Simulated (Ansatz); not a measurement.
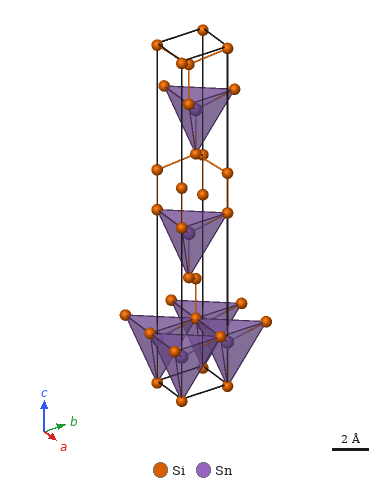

The figure gives a polyhedral picture of the atoms, viewed slightly off an axis. Thin lines show the conventional unit cell, with boundary atoms drawn in all their periodic places. Some atoms of the next cells are drawn as well.

Si3Sn, space group R3m (No. 160), a = 4.048 Å, b = 4.048 Å, c = 19.901 Å, α = 90.00°, β = 90.00°, γ = 120.00°. Origin of the cell: a structure type filled with these elements by a generator (whether the compound takes this form wasn't checked). Earlier steps of the study, as a rule a relaxation of our own, may have changed the cell and positions, so they can lie some per cent off the listed ones. It was the input of a calculation with Ansatz.

This one geometry was computed with Ansatz (DFT, plane waves, PAW) at four levels of theory: PBE0, r2SCAN, PBE and PBE with spin-orbit coupling. It was relaxed beforehand with r2SCAN.

Which level gives the highest pressure at this volume, and what does that say about its equilibrium volume?

Highest: PBE (1.5 GPa) and PBE with spin-orbit coupling (1.4 GPa), which points to the largest equilibrium volume. Lowest, with the smallest volume: PBE0 (-0.5 GPa) and r2SCAN (0.0 GPa). Levels within 0.5 GPa of each other can't be told apart.

How does the band gap change with the level of theory?

PBE with spin-orbit coupling: a gap of 0.09 eV, indirect; PBE: a gap of 0.20 eV, indirect; r2SCAN: a gap of 0.35 eV, indirect; PBE0: a gap of 1.30 eV, indirect.

Collect the results in a table.

| level | cutoff (eV) | k-mesh of the run's cell | gap (eV) | pressure (GPa) |
| --- | --- | --- | --- | --- |
| PBE0 | 420 | 6×6×6 | 1.30 | -0.5 |
| r2SCAN | 500 | 8×8×8 | 0.35 | 0.0 |
| PBE | 420 | 8×8×8 | 0.20 | 1.5 |
| PBE with spin-orbit coupling | 420 | 8×8×8 | 0.09 | 1.4 |

Gaps are taken on the k-mesh or band path of each run.
